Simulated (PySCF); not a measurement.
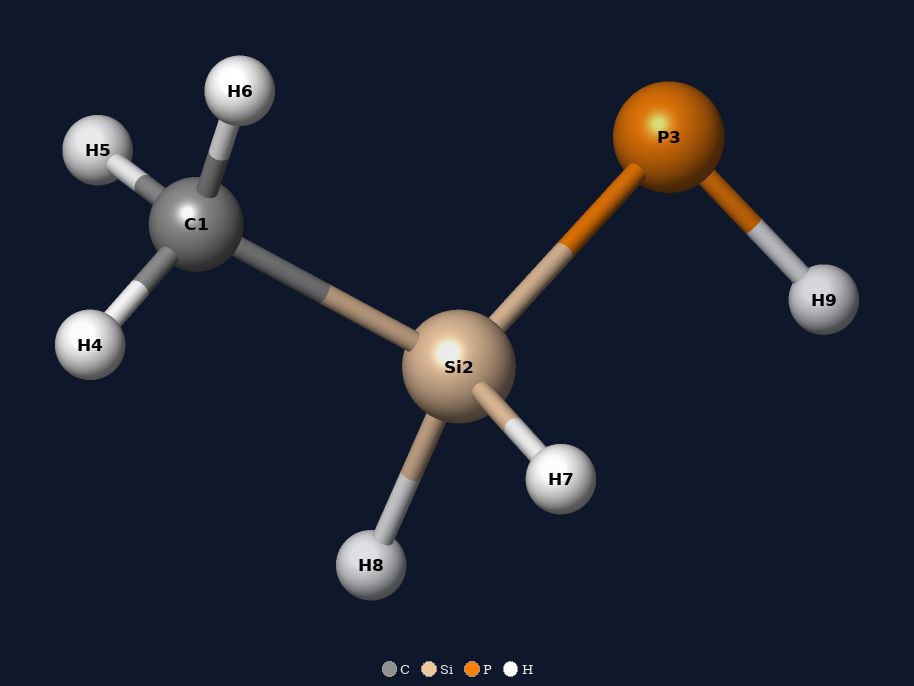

Charge −1, singlet. Computed geometry: GFN2-xTB optimisation. No frequency run is at hand to confirm it as a minimum. Level of theory: delta-SCF UKS SCAN, pcX-2 on the ionised atom, pcseg-1 elsewhere, spin-free X2C (PySCF 2.14.0).

Give the core-electron binding energies (to vacuum; p and d levels without spin–orbit splitting) of C1 1s, Si2 1s, Si2 2p, P3 1s, P3 2p.

```csv
atom,level,binding energy (eV)
C1,1s,285.7
Si2,1s,1840.7
Si2,2p,101.1
P3,1s,2142.1
P3,2p,128.9
```

The geometry is semi-empirical. Around P, Si such bond lengths and angles can be off by a tenth of an ångström or more and by several degrees, and values that hang on the shape move with them.
